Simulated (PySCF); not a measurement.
SMILES C=C[SiH2][SiH2]Br at its GFN2-xTB optimised geometry (Å):

```
12

C      0.5211    -1.9856     0.0326
C      1.2880    -0.9075     0.0521
Si     0.6773     0.8710     0.0000
Si    -1.6338     0.8710     0.0000
Br    -2.3610     2.9875     0.0000
H      0.9223    -2.9875     0.0622
H     -0.5563    -1.9227    -0.0144
H      2.3610    -1.0450     0.0998
H      1.2194     1.5860     1.1644
H      1.2213     1.5192    -1.2021
H     -2.3096     0.3248    -1.1761
H     -2.3073     0.3235     1.1768
```

Calculation: B3LYP/def2-TZVP (PySCF). Cells within 0.4 Å of a nucleus heavier than hydrogen are left out (blank, or x).

Map of the electron localisation function on the plane z = 0.0 Å:

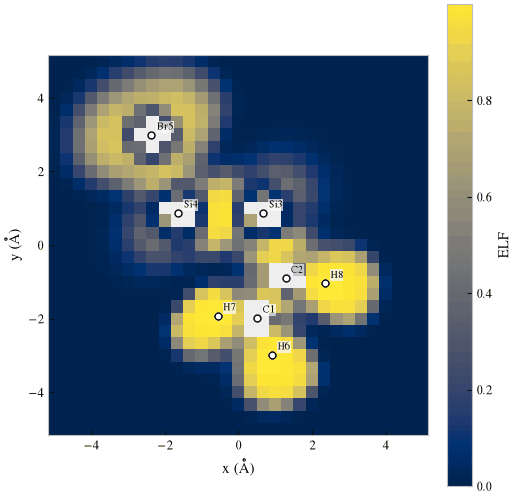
*Electron localisation function on the plane z = 0.0 Å.*
